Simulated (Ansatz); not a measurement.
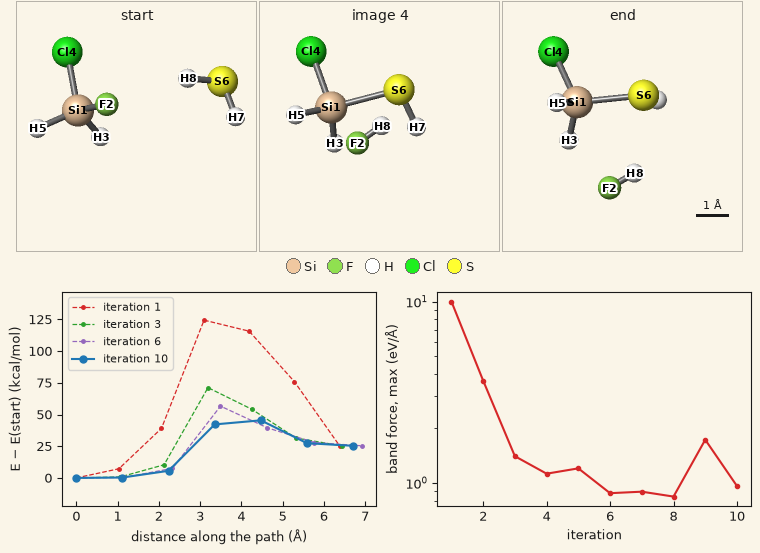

A search for the minimum-energy path of SiH4SClF, made up at the start of SiH2ClF and H2S by the nudged elastic band. Images are numbered from 0 (start) to 6 (end). The plot follows the band through its iterations. The picture is a ball-and-stick view, seen at a tilt.

The calculation used Ansatz 0.2.0, RHF/6-31G*. Run with 5 movable images; climbing image; force threshold 0.05 eV/Å; iteration limit 10; starting path through a guess of the saddle point.

**How did the profile develop, and is the result final?**

The result isn't final. The band hadn't converged when the run stopped after 10 iterations. The largest component of the band force went from 10 to 0.96 eV/Å. The barrier read from it is provisional: over the last two iterations the highest image moved from 45.8 kcal/mol to 45.4 kcal/mol. The iteration limit was low. The first iteration put the highest image at 124.4 kcal/mol. The energy climbs by 45.4 kcal/mol to image 4 and then falls by 20.1 kcal/mol, so the end point sits at +25.3 kcal/mol.

Limits of the set-up: the start holds two separate molecules, 2.7 Å apart at their closest, whose relative position is a soft coordinate and is computed without a dispersion correction; Hartree-Fock leaves out electron correlation.
